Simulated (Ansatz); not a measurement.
# AlH3O (SMILES [H][Al]([H])[OH]) at r2SCAN0/STO-3G

What is the electronic atomisation energy of AlH3O at r2SCAN0/STO-3G? 

The results are computed with Ansatz 0.2.0.

56 further runs of the same task are left out: 56 set aside as unsound or not needed.

### 1 Starting point

AlH3O has 5 atoms, charge 0, and is taken as a singlet. SMILES: `[H][Al]([H])[OH]`. The shape comes from GFN2-xTB, which is rough for such elements, and wasn't checked as a minimum.

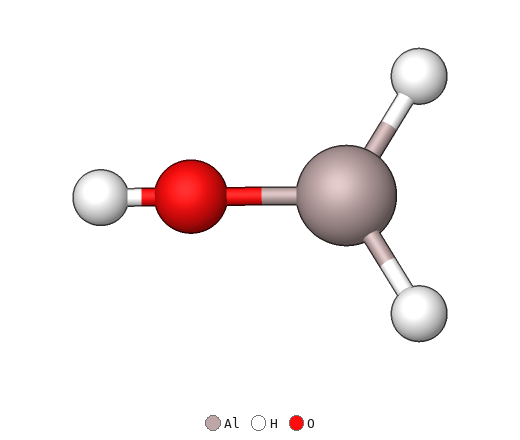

The structure, seen from a chosen angle (aluminium light grey, hydrogen white, oxygen red).

### 2 A single-point energy at r2SCAN0/STO-3G

Contents of in.yaml:

```yaml
crystal:
  periodic: [false, false, false]
  atoms:
    - {symbol: Al, position_ang: [0.271770, 0.451120, -0.109270]}
    - {symbol: H, position_ang: [1.798980, 0.417230, -0.221380]}
    - {symbol: H, position_ang: [-0.481020, 1.769010, -0.311810]}
    - {symbol: O, position_ang: [-0.555450, -0.920030, 0.226660]}
    - {symbol: H, position_ang: [-1.034280, -1.717330, 0.415800]}
basis:
  gaussian: {orbitals: STO-3G}
accuracy: high
hamiltonian: {xc: {name: r2SCAN0}}
```

On the command line:

```
$ ansatz run in.yaml --threads 1 --pin off --max-ram 2610MiB --events-out events.jsonl --progress --plain --runs-dir runs
```

The program printed:

```text
Warning: RAYON_NUM_THREADS=1 ignored (pool sized by the plan → 1); use --threads N
Functional definition: r2SCAN0
  name "r2SCAN0"
  parameter a = 0.25
  parameter k0 = 0.174
  parameter k1 = 0.065
  parameter a1 = 4.9479
  exchange = (1 - a)*r2scan_x(k0 = k0, k1 = k1, a1 = a1) + a*exact_x
  correlation = r2scan_c
288 factors; integrals over basis functions are off by at most 2.9e-8 eV
mean field evaluation 1: about -8580.3605 eV, gradient 2.5e1 eV
mean field evaluation 2: about -8579.6880 eV, gradient 3.0e1 eV
mean field evaluation 4: about -8582.3366 eV, gradient 3.5e-1 eV
mean field evaluation 8: about -8582.3069 eV, gradient 5.4e-4 eV
mean field -8582.30686262 eV, -315.3939599046 hartree, gradient 6.1e-8 eV, S^2 0.000000; 0 other end points of the search recorded, 0 dependent functions left out
reference -8582.30686295 eV, -315.3939599168 hartree; 12, 12 occupied and 5, 5 virtual orbitals, 288 factors
Total energy: -8582.30686295 eV, -315.3939599168 hartree
```

Wall time 3.3 s (1 thread of Intel Xeon Platinum 8259CL at 2.50GHz (Skylake/Cascade Lake), shared host); peak memory 0.15 GiB.

### 3 The Al atom at the same level

Contents of molecule.yaml:

```yaml
crystal:
  periodic: [false, false, false]
  atoms:
    - {symbol: Al, position_ang: [0.000000, 0.000000, 0.000000]}
basis:
  gaussian: {orbitals: STO-3G}
hamiltonian: {xc: {name: r2SCAN0}}
accuracy: high
magnetization: {spin_polarized: true, initial_magnetization: 1}
```

Run the same way, it converges to -239.29241 Eh (log not shown).

### 4 The H atom

Contents of job.yaml:

```yaml
crystal:
  periodic: [false, false, false]
  atoms:
    - symbol: H
      position_ang: [0.000000, 0.000000, 0.000000]
basis:
  gaussian:
    orbitals: STO-3G
magnetization:
  spin_polarized: true
  initial_magnetization: 1
accuracy: high
hamiltonian:
  xc: {name: r2SCAN0}
```

Run the same way, it converges to -0.46649 Eh (log not shown).

### 5 The O atom at the same level

Contents of in.yaml:

```yaml
crystal:
  periodic: [false, false, false]
  atoms:
    - symbol: O
      position_ang: [0.000000, 0.000000, 0.000000]
basis:
  gaussian:
    orbitals: STO-3G
magnetization:
  spin_polarized: true
  initial_magnetization: 2
hamiltonian:
  xc: {name: r2SCAN0}
accuracy: high
```

Run the same way, it converges to -74.02298 Eh (log not shown).

### 6 Summary of results

At r2SCAN0/STO-3G:

| quantity | value |
| --- | --- |
| molecule: total energy | -315.39396 Eh |
| Al atom: total energy | -239.29241 Eh |
| Al atom: ⟨S²⟩ | 0.750 |
| H atom: total energy | -0.46649 Eh |
| H atom: ⟨S²⟩ | 0.750 |
| O atom: total energy | -74.02298 Eh |
| O atom: ⟨S²⟩ | 2.000 |
| electronic atomisation energy | 18.479 eV |

Taking the molecule apart into free atoms costs 18.48 eV (426 kcal/mol), before zero-point energy and without spin-orbit coupling. In a minimal basis such a difference can be off by several eV, whatever the method.
